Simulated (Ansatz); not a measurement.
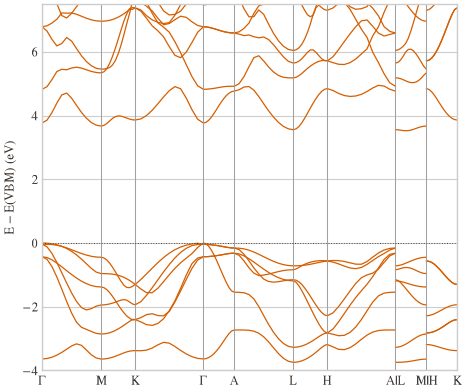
Figure. Band structure from the program Ansatz at the PBE+D3(BJ) level (PAW)

The gap is 3.50 eV; an edge lies off the plotted path or next to a special point (maximum at Γ, minimum off the standard path).

The material is MgI2 (CdI2 type, P-3m1).

Symmetry was held in the PBE+D3(BJ) relaxation; phonons on a q-mesh show no instability. Scalar-relativistic: spin–orbit coupling is off unless named, which matters more the heavier the elements.

Potentials: the later of the program's two PAW sets.
